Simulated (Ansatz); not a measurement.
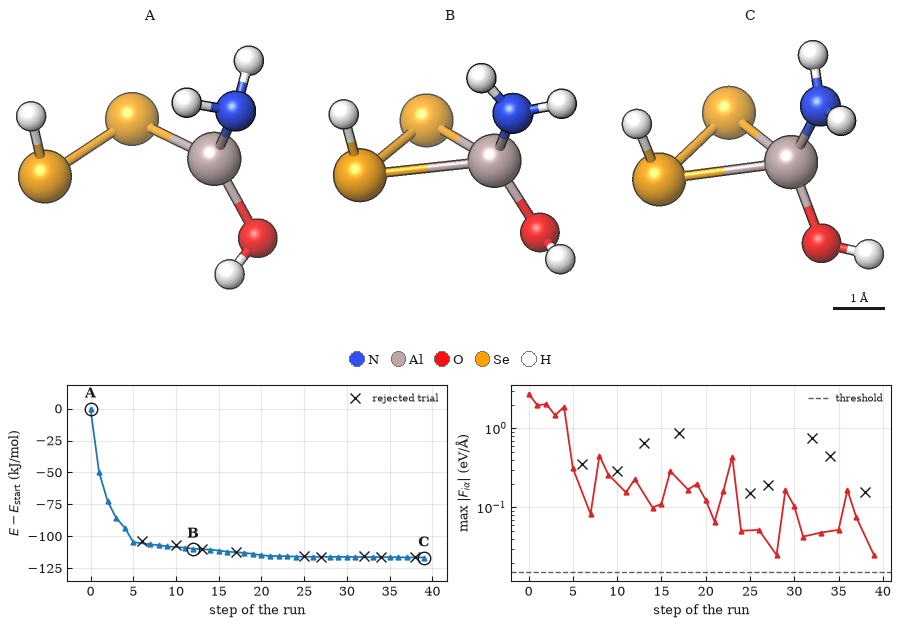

Frames of a relaxation of AlNH$_{4}$Se$_{2}$O, marked on the history of the run. A ball-and-stick model, seen at a tilt.

The run prepares an end point of a later path (inversion) calculation, from a guessed geometry.

All numbers below come from RKS PBE0/def2-SVP in Ansatz. Settings: no spin polarisation; force threshold 0.015 eV/Å; at most 40 steps.

> What happens along the run?

The relaxation stopped without meeting its thresholds, so the last structure isn't shown to be converged. It used up its limit of 40 steps. After 30 accepted moves (39 points after the start) the energy has fallen by 116.6 kJ/mol. Largest force component: 2.7 eV/Å at the start, 0.025 eV/Å at the end. The line search rejected the trial steps at points 6, 10, 13, 17, 25, 27, 32, 34 and more of the run. An H atom moves most after the best rigid fit: 1.50 Å. Largest moves by element: H 1.50 Å, O 0.77 Å, Al 0.47 Å, N 0.41 Å, Se 0.30 Å. Some distances before and after: Al–Se 3.368 → 2.637 Å, Al–N 1.908 → 1.774 Å, Al–O 1.813 → 1.711 Å, H–N 1.099 → 1.013 Å. Bond angles that change, for instance: Al–Se–Se 92.3° → 67.4°, Al–N–H 106.4° → 125.1°, Al–N–H 105.5° → 124.1°. Groups turn about Al–O by about 140°. From step 0 to 12: an H atom moves most (0.98 Å), energy −109.8 kJ/mol. From step 12 to 39: an H atom moves most (0.88 Å), energy −6.85 kJ/mol.

```tsv
step	E − E(0), kJ/mol	largest force component, eV/Å	note
0	0.00	2.7417	
1	-49.78	1.9462	
2	-72.44	2.0331	
3	-85.66	1.4631	
4	-93.25	1.8669	
5	-104.55	0.3124	
6	-104.09	0.3550	rejected
7	-106.35	0.0821	
8	-106.95	0.4495	
9	-107.92	0.2600	
10	-106.66	0.2856	rejected
12	-109.78	0.2270	
13	-109.70	0.6514	rejected
15	-111.18	0.1106	
16	-112.06	0.2867	
18	-112.94	0.1679	
19	-113.81	0.1972	
21	-115.43	0.0660	
22	-115.53	0.1615	
24	-115.93	0.0504	
25	-115.73	0.1521	rejected
27	-116.04	0.1909	rejected
28	-116.10	0.0249	
30	-116.16	0.1033	
31	-116.20	0.0426	
33	-116.29	0.0478	
34	-116.07	0.4492	rejected
36	-116.44	0.1648	
37	-116.56	0.0749	
39	-116.62	0.0248
```
